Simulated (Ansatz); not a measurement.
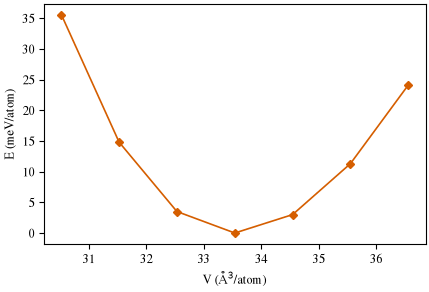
Fig. 1. AgI (zinc blende, space group No. 216) under volume change, DFT-PBEsol in the program Ansatz with PAW potentials, scaled uniformly.

Problem. What does a third-order Birch–Murnaghan fit give for V₀, B₀ and B′?

Solution. V₀ = 33.55 Å³/atom, B₀ = 34.2 GPa, B′ = 5.4.

Space group F-43m (zinc blende). The cell was relaxed with PBEsol under the symmetry of its start. The run is not spin-polarised. Spin–orbit coupling is left out wherever it is not named.

Potentials: the earlier of the program's two PAW sets. The files were generated under PBE; for other functionals the program regenerates the frozen cores, and for LDA and PBEsol the local potential too.
